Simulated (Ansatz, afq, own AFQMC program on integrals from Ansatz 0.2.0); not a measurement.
# SiGeH₃ (doublet): AFQMC on the coupled-cluster ladder at twist about Si1–Ge2 = 0.0°, cc-pVDZ

How near does AFQMC come to the top of the ladder for SiGeH₃ (doublet)?

Program: Ansatz 0.2.0, Gaussian basis, and an in-house AFQMC program (afq) on its integrals; all values are calculated. Level of theory: cc-pVDZ, frozen cores. These are calculated values, not measurements.

The runs, in order: PBE (unrestricted); r2SCAN (unrestricted); PBE0 (unrestricted); B3LYP (unrestricted); wB97M-V (unrestricted); B2PLYP (unrestricted); CCSD(T) on UHF; Phaseless AFQMC, CISD trial on UHF; Phaseless AFQMC, single-determinant trial on UHF; Free-projection AFQMC, CISD trial on UHF.

1 further run of the same task is left out (it didn't finish).

## Step 1: What is computed

The geometry derives from a PBE0/def2-TZVP stationary point (not a proven minimum). One half is turned about the bond named; the halves are rigid. No spin-orbit coupling is included. The filled d shell of Ge may be among the frozen orbitals whatever the setting's name suggests; the logs give the count.

5 atoms, charge 0, spin multiplicity 2.

Atoms are counted from 1 here; the program's logs count them from 0.

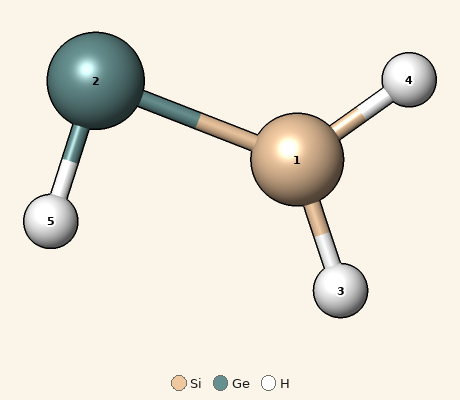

The structure; silicon light orange, germanium teal, hydrogen white; atoms are numbered from 1 in the order of the file.

As a file:

```xyz
5
charge 0, multiplicity 2
Si    0.0000    0.0181    1.6516
Ge    0.0000   -0.0284   -0.7002
H     0.0000    1.1857    2.5806
H     0.0000   -1.2094    2.4992
H     0.0000    1.5656   -0.6371
```

## Step 2: PBE (unrestricted)

in.yaml reads:

```yaml
crystal:
  periodic: [false, false, false]
  atoms:
    - {symbol: Si, position_ang: [0.000000, 0.018056, 1.651607]}
    - {symbol: Ge, position_ang: [0.000000, -0.028376, -0.700224]}
    - {symbol: H, position_ang: [0.000000, 1.185718, 2.580640]}
    - {symbol: H, position_ang: [0.000000, -1.209392, 2.499223]}
    - {symbol: H, position_ang: [0.000000, 1.565561, -0.637062]}
basis:
  gaussian: {orbitals: cc-pVDZ}
magnetization: {spin_polarized: true, initial_magnetization: 1}
hamiltonian: {xc: {name: PBE}}
output: {orbitals: {seedname: orbitals}}
```

Command:

```
> ansatz run in.yaml --threads 1 --pin off --events-out ev --progress --plain --max-ram 1382MiB
```

The log of the run:

```text
Functional definition: PBE
  name "PBE"
  cite "Perdew, Burke & Ernzerhof, Phys. Rev. Lett. 77, 3865 (1996) doi:10.1103/PhysRevLett.77.3865"
  parent pbe
  parameter kappa = 0.804
  parameter beta = 0.06672455060314922
  exchange = pbe_x(kappa = kappa, mu = beta*pi^2/3)
  correlation = pbe_c(beta = beta)
787 factors; their error is unknown
mean field evaluation 1: about -64428.2453 eV, gradient 9.1e0 eV
mean field evaluation 2: about -64428.5781 eV, gradient 6.5e0 eV
mean field evaluation 4: about -64428.9826 eV, gradient 8.9e-1 eV
mean field evaluation 8: about -64428.9792 eV, gradient 5.9e-2 eV
mean field evaluation 16: about -64428.9792 eV, gradient 1.2e-5 eV
mean field evaluation 32: about -64428.7929 eV, gradient 2.0e0 eV
mean field -64428.97919396 eV, -2367.7213138473 hartree, gradient 1.2e-5 eV, S^2 0.753877; 5 other end points of the search recorded, 0 dependent functions left out
reference -64428.97922629 eV, -2367.7213150356 hartree; 25, 24 occupied and 35, 36 virtual orbitals, 787 factors
Total energy: -64428.97922629 eV, -2367.7213150356 hartree
```

Run time: 4.5 s. Hardware: 1 thread of Arm Neoverse V1, shared host.

From the report: ⟨S²⟩ of the determinant 0.754 (pure doublet: 0.75).

## Step 3: r2SCAN (unrestricted)

Edit in.yaml of step 2 so:

```diff
@@ -11,3 +11,2 @@
 magnetization: {spin_polarized: true, initial_magnetization: 1}
-hamiltonian: {xc: {name: PBE}}
-output: {orbitals: {seedname: orbitals}}
+hamiltonian: {xc: {name: r2SCAN}}
```

The command is unchanged.

The log of the run (excerpt; [...] marks lines left out):

```text
Functional definition: r2SCAN
  name "r2SCAN"
  cite "Furness, Kaplan, Ning, Perdew & Sun, J. Phys. Chem. Lett. 11, 8208 (2020) doi:10.1021/acs.jpclett.0c02405"
  cite "Furness, Kaplan, Ning, Perdew & Sun, J. Phys. Chem. Lett. 11, 9248 (2020) doi:10.1021/acs.jpclett.0c03077"
  parent r2scan
[...]
787 factors; their error is unknown
[...]
mean field -64440.61035019 eV, -2368.1487509550 hartree, gradient 4.1e-5 eV, S^2 0.757888; 4 other end points of the search recorded, 0 dependent functions left out
reference -64440.61036067 eV, -2368.1487513402 hartree; 25, 24 occupied and 35, 36 virtual orbitals, 787 factors
Total energy: -64440.61036067 eV, -2368.1487513402 hartree
```

Wall time 15 s (1 thread of Arm Neoverse V1, shared host).

From the report: ⟨S²⟩ of the determinant 0.758 (pure doublet: 0.75).

## Step 4: PBE0 (unrestricted)

Edit in.yaml of step 3 so:

```diff
@@ -11,2 +11,3 @@
 magnetization: {spin_polarized: true, initial_magnetization: 1}
-hamiltonian: {xc: {name: r2SCAN}}
+hamiltonian: {xc: {name: PBE0}}
+output: {orbitals: {seedname: orbitals}}
```

Launched as before.

The log of the run:

```text
Functional definition: PBE0
  name "PBE0"
  cite "Adamo & Barone, J. Chem. Phys. 110, 6158 (1999) doi:10.1063/1.478522"
  cite "Perdew, Burke & Ernzerhof, Phys. Rev. Lett. 77, 3865 (1996) doi:10.1103/PhysRevLett.77.3865"
  parent pbe
  parameter a = 0.25
  parameter kappa = 0.804
  parameter beta = 0.06672455060314922
  exchange = (1 - a)*pbe_x(kappa = kappa, mu = beta*pi^2/3) + a*exact_x
  correlation = pbe_c(beta = beta)
641 factors; integrals over basis functions are off by at most 1.4e-3 eV
mean field evaluation 1: about -64430.9041 eV, gradient 5.7e0 eV
mean field evaluation 2: about -64431.1332 eV, gradient 2.5e0 eV
mean field evaluation 4: about -64431.1957 eV, gradient 2.7e-1 eV
mean field evaluation 8: about -64431.2278 eV, gradient 3.9e-2 eV
mean field evaluation 16: about -64431.2279 eV, gradient 9.0e-5 eV
mean field -64431.22788526 eV, -2367.8039517285 hartree, gradient 3.1e-5 eV, S^2 0.755046; 1 other end points of the search recorded, 0 dependent functions left out
reference -64431.22790959 eV, -2367.8039526227 hartree; 25, 24 occupied and 35, 36 virtual orbitals, 641 factors
Total energy: -64431.22790959 eV, -2367.8039526227 hartree
```

It took 3.5 s on 1 thread of Arm Neoverse V1, shared host.

From the report: ⟨S²⟩ of the determinant 0.755 (pure doublet: 0.75).

## Step 5: B3LYP (unrestricted)

Edit in.yaml of step 4 so:

```diff
@@ -11,3 +11,2 @@
 magnetization: {spin_polarized: true, initial_magnetization: 1}
-hamiltonian: {xc: {name: PBE0}}
-output: {orbitals: {seedname: orbitals}}
+hamiltonian: {xc: {name: B3LYP}}
```

Same command.

The log of the run (excerpt; [...] marks lines left out):

```text
Functional definition: B3LYP
  name "B3LYP"
  cite "Stephens, Devlin, Chabalowski & Frisch, J. Phys. Chem. 98, 11623 (1994) doi:10.1021/j100096a001"
  cite "Becke, Phys. Rev. A 38, 3098 (1988) doi:10.1103/PhysRevA.38.3098"
  cite "Lee, Yang & Parr, Phys. Rev. B 37, 785 (1988) doi:10.1103/PhysRevB.37.785"
  cite "Vosko, Wilk & Nusair, Can. J. Phys. 58, 1200 (1980) doi:10.1139/p80-159"
[...]
641 factors; integrals over basis functions are off by at most 1.4e-3 eV
[...]
mean field -64443.66151064 eV, -2368.2608790333 hartree, gradient 5.9e-5 eV, S^2 0.753185; 1 other end points of the search recorded, 0 dependent functions left out
reference -64443.66173251 eV, -2368.2608871869 hartree; 25, 24 occupied and 35, 36 virtual orbitals, 641 factors
Total energy: -64443.66173251 eV, -2368.2608871869 hartree
```

It took 3.3 s on 1 thread of Arm Neoverse V1, shared host.

From the report: ⟨S²⟩ of the determinant 0.753 (pure doublet: 0.75).

## Step 6: wB97M-V (unrestricted)

Edit in.yaml of step 5 so:

```diff
@@ -11,2 +11,3 @@
 magnetization: {spin_polarized: true, initial_magnetization: 1}
-hamiltonian: {xc: {name: B3LYP}}
+hamiltonian: {xc: {name: wB97M-V}}
+output: {orbitals: {seedname: orbitals}}
```

The command is unchanged.

The log of the run (excerpt; [...] marks lines left out):

```text
Functional definition: wB97M-V
  name "wB97M-V"
  cite "Mardirossian & Head-Gordon, J. Chem. Phys. 144, 214110 (2016) doi:10.1063/1.4952647"
  cite "Becke, J. Chem. Phys. 107, 8554 (1997) doi:10.1063/1.475007"
  cite "Vydrov & Van Voorhis, J. Chem. Phys. 133, 244103 (2010) doi:10.1063/1.3521275"
  # Of w^i u^j: cxij and so on, Table III.
[...]
  gx(w, u) = 1 - cx + cx01*u + cx10*w
  gss(w, u) = css00 + css04*u^4 + css10*w + css20*w^2 + css43*w^4*u^3
  gos(w, u) = cos00 + cos10*w + (cos20 + cos21*u)*w^2 + (cos60 + cos61*u)*w^6
[...]
      + integral(e_c_pw_mod_opposite_spin*gos(b97_w_opposite, b97_u_opposite)) + vv10(b, c)
641 factors; integrals over basis functions are off by at most 1.4e-3 eV
203 factors; integrals over basis functions are off by at most 7.0e-6 eV
[...]
mean field -64437.64736073 eV, -2368.0398631007 hartree, gradient 5.6e-5 eV, S^2 0.751864; 1 other end points of the search recorded, 0 dependent functions left out
reference -64437.64739713 eV, -2368.0398644384 hartree; 25, 24 occupied and 35, 36 virtual orbitals, 641 factors
Total energy: -64437.64739713 eV, -2368.0398644384 hartree
```

Wall time 16 s (1 thread of Arm Neoverse V1, shared host); peak memory 0.27 GiB.

From the report: ⟨S²⟩ of the determinant 0.752 (pure doublet: 0.75).

## Step 7: B2PLYP (unrestricted)

Edit in.yaml of step 6 so:

```diff
@@ -11,3 +11,3 @@
 magnetization: {spin_polarized: true, initial_magnetization: 1}
-hamiltonian: {xc: {name: wB97M-V}}
-output: {orbitals: {seedname: orbitals}}
+hamiltonian: {xc: {name: B2PLYP}}
+correlation: {electrons: outside_noble_gas}
```

Launched as before.

The log of the run (excerpt; [...] marks lines left out):

```text
Functional definition: B2PLYP
  name "B2PLYP"
  cite "Grimme, J. Chem. Phys. 124, 034108 (2006) doi:10.1063/1.2148954"
  cite "Becke, Phys. Rev. A 38, 3098 (1988) doi:10.1103/PhysRevA.38.3098"
  cite "Lee, Yang & Parr, Phys. Rev. B 37, 785 (1988) doi:10.1103/PhysRevB.37.785"
[...]
641 factors; integrals over basis functions are off by at most 1.4e-3 eV
[...]
mean field -64425.11924988 eV, -2367.5794635189 hartree, gradient 3.7e-6 eV, S^2 0.755943; 2 other end points of the search recorded, 0 dependent functions left out
19 core orbitals not correlated: weight in the atoms' cores, before any rotation towards them, 0.999 or more for the frozen orbitals, at most 0.000 for the correlated occupied ones
reference -64425.11939175 eV, -2367.5794687325 hartree; 6, 5 occupied and 35, 36 virtual orbitals, 641 factors
second order -5.81963163 eV of doubles, -0.00000000 eV of singles
Total energy: -64426.69069229 eV, -2367.6372129622 hartree
```

It took 4.4 s on 1 thread of Arm Neoverse V1, shared host.

From the report: ⟨S²⟩ of the determinant 0.756 (pure doublet: 0.75).

## Step 8: CCSD(T) on UHF

Edit in.yaml of step 7 so:

```diff
@@ -11,3 +11,2 @@
 magnetization: {spin_polarized: true, initial_magnetization: 1}
-hamiltonian: {xc: {name: B2PLYP}}
-correlation: {electrons: outside_noble_gas}
+correlation: {method: ccsd_t, electrons: outside_noble_gas, hamiltonian_folder: ham}
```

The command is unchanged.

The log of the run (excerpt; [...] marks lines left out):

```text
Functional definition: HF
  name "HF"
  cite "Fock, Z. Phys. 61, 126 (1930) doi:10.1007/BF01340294"
  parent pbe
[...]
641 factors; integrals over basis functions are off by at most 1.4e-3 eV
[...]
mean field -64380.63422529 eV, -2365.9446690181 hartree, gradient 1.7e-6 eV, S^2 0.765841; 8 other end points of the search recorded, 0 dependent functions left out
determinant -64380.63422529 eV, -2365.9446690181 hartree, with singles and doubles -64386.27780028 eV, -2366.1520665736 hartree
determinant -64379.19235894 eV, -2365.8916814073 hartree, with singles and doubles -64384.97227270 eV, -2366.1040893200 hartree
determinant -64379.03810725 eV, -2365.8860127622 hartree, with singles and doubles -64385.07235931 eV, -2366.1077674351 hartree
determinant -64378.01774321 eV, -2365.8485150752 hartree, with singles and doubles -64383.46453863 eV, -2366.0486811149 hartree
determinant -64377.52714753 eV, -2365.8304860164 hartree, with singles and doubles -64383.36126408 eV, -2366.0448858452 hartree
determinant -64377.39342590 eV, -2365.8255718373 hartree, with singles and doubles -64383.34597135 eV, -2366.0443238478 hartree
19 core orbitals not correlated: weight in the atoms' cores, before any rotation towards them, 1.000 or more for the frozen orbitals, at most 0.000 for the correlated occupied ones
reference -64380.63422529 eV, -2365.9446690181 hartree; 6, 5 occupied and 35, 36 virtual orbitals, 641 factors
second order -4.52868453 eV of doubles, -0.00000000 eV of singles
cycle   1  -5.64359122 eV  change   -1.6e-5 eV  update   9.1e-4
[...]
cycle   7  -5.64366896 eV  change    4.8e-7 eV  update   3.9e-6
perturbative correction -0.17511467 eV, -0.0064353454 hartree
Total energy: -64386.45300892 eV, -2366.1585053725 hartree
```

Run time: 8.5 s. Hardware: 1 thread of Arm Neoverse V1, shared host.

From the report: ⟨S²⟩ of the determinant 0.766 (pure doublet: 0.75); correlation -5.8188 eV; T1 0.018; largest double amplitude 0.06.

This run also writes the integrals to the folder ham.

## Step 9: Phaseless AFQMC, CISD trial on UHF

It reads the integrals that the CCSD(T) run on this determinant wrote.

Command:

```
> afq ham --method phaseless --trial cisd --walkers 60 --populations 1 --least-time 40 --time-step 0.005 --steps-per-block 50 --equilibration-blocks 28 --max-blocks 300 --target-error 0.0004 --factor-cut 1e-05 --start spin_pure --seed 4535 --release-times 0.24,0.51,0.99,1.62,2.4 --release-step 0.03 --release-every 4 --taylor-order 6
```

The log of the run:

```text
orbitals 41  electrons 6 5  factors 324 of 641
reference energy -2365.94466902 Eh
CCSD correlation -0.20740066 Eh in 12 cycles, weight of the determinant in the CISD state 0.8611
energy of the start -2366.151556 Eh
 block  time / (1/Eh)  mean weight  energy / Eh
     1     0.250  1.0004  -2366.148351
     2     0.500  1.0012  -2366.149308
     3     0.750  1.0022  -2366.151043
     4     1.000  0.9990  -2366.153146
     5     1.250  1.0003  -2366.154094
     6     1.500  0.9987  -2366.157859
     7     1.750  0.9996  -2366.160171
     8     2.000  1.0021  -2366.161116
     9     2.250  0.9986  -2366.164751
    10     2.500  1.0019  -2366.162950
    11     2.750  0.9995  -2366.160059
    16     4.000  1.0007  -2366.159102
    21     5.250  1.0008  -2366.160613
    26     6.500  1.0005  -2366.157257
    31     7.750  1.0026  -2366.163880
    36     9.000  1.0020  -2366.154516
    41    10.250  0.9991  -2366.156117
    46    11.500  1.0003  -2366.157671
    51    12.750  0.9996  -2366.161726
    56    14.000  0.9996  -2366.158517
    61    15.250  0.9987  -2366.156240
    66    16.500  0.9991  -2366.159744
    71    17.750  1.0008  -2366.158757
    76    19.000  1.0001  -2366.159154
    81    20.250  1.0014  -2366.158144
    86    21.500  1.0001  -2366.159920
    91    22.750  0.9995  -2366.157315
    96    24.000  0.9978  -2366.157919
   101    25.250  0.9990  -2366.164476
   106    26.500  1.0014  -2366.162491
   111    27.750  1.0002  -2366.161609
   116    29.000  1.0015  -2366.163614
   121    30.250  0.9991  -2366.157367
   126    31.500  0.9993  -2366.164606
   131    32.750  1.0003  -2366.161636
   136    34.000  0.9996  -2366.159752
   141    35.250  1.0009  -2366.159328
   146    36.500  0.9982  -2366.157360
   151    37.750  0.9995  -2366.161924
   156    39.000  1.0014  -2366.161819
   161    40.250  0.9998  -2366.158921
   166    41.500  0.9976  -2366.162128
   171    42.750  0.9996  -2366.158872
   176    44.000  0.9993  -2366.156588
   181    45.250  1.0008  -2366.153900
   186    46.500  0.9997  -2366.156733
   191    47.750  0.9999  -2366.159123
   196    49.000  0.9989  -2366.163001
   201    50.250  0.9988  -2366.159686
   206    51.500  1.0008  -2366.160845
blocks merged  error / Eh  count
     1  0.000227  180
     2  0.000291  90
     4  0.000356  45
     8  0.000393  22
    16  0.000461  11
released: time / (1/Eh)  energy / Eh  error  mean overlap
  0.24  -2366.159790  0.000520  0.9948
  0.51  -2366.160140  0.000569  0.9894
  0.99  -2366.159838  0.000500  1.0005
  1.62  -2366.159383  0.000437  1.0205
  2.40  -2366.160364  0.000574  0.9942
energy -2366.159642 +/- 0.000393 Eh
```

Run time: 7.2 min. Hardware: 1 thread of Arm Neoverse V1, shared host.

Energy -64386.4839 ± 0.0107 eV. Caveats: constraint bias not in the error.

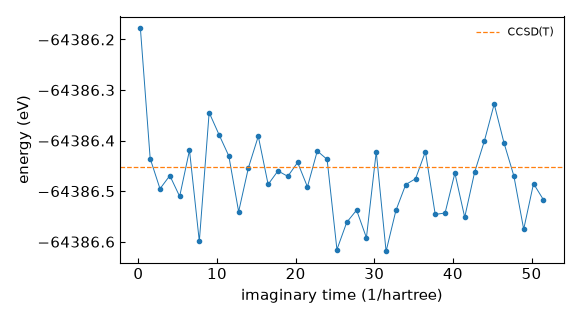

Block energies along the walk.

## Step 10: Phaseless AFQMC, single-determinant trial on UHF

It reads the integrals that the CCSD(T) run on this determinant wrote.

Command:

```
> afq ham --method phaseless --trial hf --walkers 120 --populations 1 --least-time 40 --time-step 0.005 --steps-per-block 20 --equilibration-blocks 112 --max-blocks 600 --target-error 0.0012000000000000001 --factor-cut 1e-05 --start spin_pure --seed 5382 --taylor-order 6
```

The log of the run:

```text
orbitals 41  electrons 6 5  factors 324 of 641
reference energy -2365.94466902 Eh
CCSD correlation -0.20740066 Eh in 12 cycles, weight of the determinant in the CISD state 0.8611
energy of the start -2365.944884 Eh
 block  time / (1/Eh)  mean weight  energy / Eh
     1     0.100  1.0009  -2365.976745
     2     0.200  1.0012  -2366.008269
     3     0.300  1.0009  -2366.027298
     4     0.400  1.0020  -2366.046519
     5     0.500  1.0000  -2366.065585
     6     0.600  1.0005  -2366.085506
     7     0.700  0.9999  -2366.084661
     8     0.800  1.0013  -2366.091426
     9     0.900  1.0001  -2366.096073
    10     1.000  1.0013  -2366.099842
    18     1.800  1.0008  -2366.113832
    35     3.500  1.0001  -2366.130741
    52     5.200  1.0001  -2366.160884
    69     6.900  1.0002  -2366.153097
    86     8.600  1.0007  -2366.164545
   103    10.300  0.9998  -2366.143659
   120    12.000  0.9996  -2366.160887
   137    13.700  0.9994  -2366.163105
   154    15.400  0.9990  -2366.160083
   171    17.100  0.9997  -2366.149891
   188    18.800  0.9992  -2366.171398
   205    20.500  1.0010  -2366.167512
   222    22.200  0.9988  -2366.152691
   239    23.900  1.0001  -2366.154759
   256    25.600  1.0013  -2366.134952
   273    27.300  0.9994  -2366.157528
   290    29.000  0.9984  -2366.143745
   307    30.700  0.9997  -2366.136346
   324    32.400  1.0000  -2366.155605
   341    34.100  0.9988  -2366.156925
   358    35.800  1.0005  -2366.142565
   375    37.500  1.0010  -2366.148147
   392    39.200  1.0000  -2366.155831
   409    40.900  1.0004  -2366.152680
   426    42.600  1.0026  -2366.162788
   443    44.300  0.9987  -2366.150131
   460    46.000  1.0008  -2366.152473
   477    47.700  0.9991  -2366.151709
   494    49.400  1.0002  -2366.190100
   511    51.100  1.0014  -2366.147099
   528    52.800  0.9999  -2366.165450
   545    54.500  0.9999  -2366.147299
   562    56.200  1.0002  -2366.141780
   579    57.900  0.9995  -2366.130616
   596    59.600  0.9990  -2366.152824
   613    61.300  1.0001  -2366.130900
   630    63.000  1.0011  -2366.170033
   647    64.700  1.0001  -2366.174091
   664    66.400  0.9987  -2366.149099
   681    68.100  1.0005  -2366.161538
   698    69.800  1.0003  -2366.179937
blocks merged  error / Eh  count
     1  0.000506  600
     2  0.000687  300
     4  0.000927  150
     8  0.001209  75
    16  0.001599  37
    32  0.001731  18
    64  0.001928  9
energy -2366.155811 +/- 0.001731 Eh
```

Run time: 6.5 min. Hardware: 1 thread of Arm Neoverse V1, shared host.

Energy -64386.3797 ± 0.0471 eV. Caveats: constraint bias not in the error.

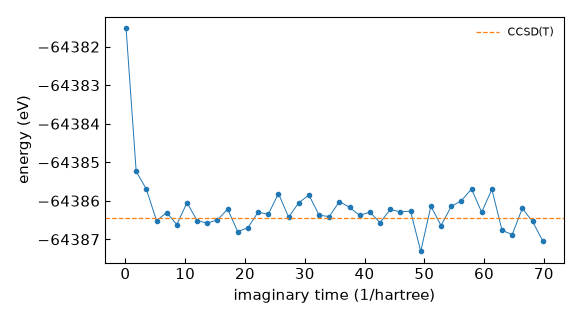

Block energies along the walk.

## Step 11: Free-projection AFQMC, CISD trial on UHF

It reads the integrals that the CCSD(T) run on this determinant wrote.

Command:

```
> afq ham --method free --trial cisd --walkers 60 --time-step 0.03 --max-blocks 80 --target-error 0.0004 --factor-cut 1e-05 --seed 2601 --times 0,0.21,0.42,0.81,1.2,1.8,2.4,3 --taylor-order 8
```

The log of the run:

```text
orbitals 41  electrons 6 5  factors 324 of 641
reference energy -2365.94466902 Eh
CCSD correlation -0.20740066 Eh in 12 cycles, weight of the determinant in the CISD state 0.8611
repeat  energy at the last time / Eh  error
    10  -2366.160993  0.000813
    20  -2366.160378  0.000634
    30  -2366.160774  0.000583
    40  -2366.161204  0.000516
    50  -2366.160971  0.000471
    60  -2366.160960  0.000438
    70  -2366.160987  0.000409
    80  -2366.160887  0.000365
time / (1/Eh)  energy / Eh  error  mean overlap
  0.00  -2366.152048  0.000126  1.1611
  0.21  -2366.154668  0.000154  1.1642
  0.42  -2366.156531  0.000185  1.1553
  0.81  -2366.158057  0.000187  1.1571
  1.20  -2366.159176  0.000221  1.1509
  1.80  -2366.159376  0.000240  1.1611
  2.40  -2366.160287  0.000280  1.1424
  3.00  -2366.160887  0.000365  1.1287
energy -2366.160887 +/- 0.000365 Eh
```

Wall time 7.5 min (1 thread of Arm Neoverse V1, shared host).

Energy -64386.5178 ± 0.0099 eV. The run doesn't count as converged. Caveats: remainder of the start not in the error; start not forgotten.

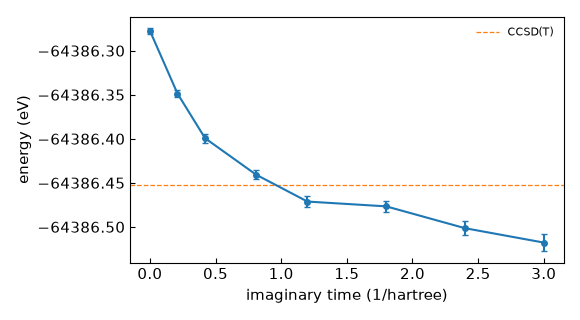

Energy against projection time, with error bars.

## Step 12: AFQMC on the ladder

On the UHF determinant, counted from CCSD(T) (a yardstick, not exact):

```
                                                             level  energy (eV)  from CCSD(T) (kcal/mol)  statistical error (kcal/mol)     time
                                                                HF  -64380.6342                  +134.18                                       
                                                               MP2  -64385.1629                   +29.75                                       
                                                              CCSD  -64386.2779                    +4.04                                       
                                                           CCSD(T)  -64386.4530                     0.00                                       
               Phaseless AFQMC, CISD trial, step 0.005, 60 walkers  -64386.4839                    -0.71                          0.25  7.2 min
Phaseless AFQMC, single-determinant trial, step 0.005, 120 walkers  -64386.3797                    +1.69                          1.09  6.5 min
```

The functionals' totals stand on their own zeros and serve differences with other points: PBE -64428.979 eV; r2SCAN -64440.610 eV; PBE0 -64431.228 eV; B3LYP -64443.662 eV; wB97M-V -64437.647 eV; B2PLYP -64426.691 eV.

## Step 13: What came out

```
                                                     quantity                  value
              Phaseless AFQMC, CISD trial on UHF from CCSD(T)  -0.71 ± 0.25 kcal/mol
Phaseless AFQMC, single-determinant trial on UHF from CCSD(T)  +1.69 ± 1.09 kcal/mol
```

On UHF the phaseless walk with the CISD trial lies -0.71 kcal/mol from CCSD(T), within three error bars. Error bars are statistical and leave out the constraint, the time step and what remains of the start.
